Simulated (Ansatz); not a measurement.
The starting structures come from a database of crystals and need not be the phases stable at ambient conditions.

 Where the default PAW files enter, the runs use the earlier of Ansatz's two default sets.

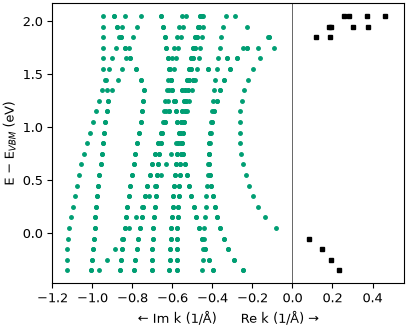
Figure: Complex bands at the centre of the two-dimensional zone; r2SCAN run with Ansatz (a program for electronic structure)

The gap is the functional's own. No spin-orbit coupling. Mid-gap values are interpolated on the energy grid.

**Question.** This is LiNbO2 (P6_3/mmc, not sure to be the ambient phase, 8 atoms a cell, 9.7 Å³ an atom, -5 GPa at this level) along the normal of (100). Read off the slowest decay at the centre of the two-dimensional zone at 0.85 eV, the computed energy nearest the middle of the gap.

**Answer.** κ ≈ 0.26 1/Å, a decay length 1/(2κ) of the density of 1.9 Å.
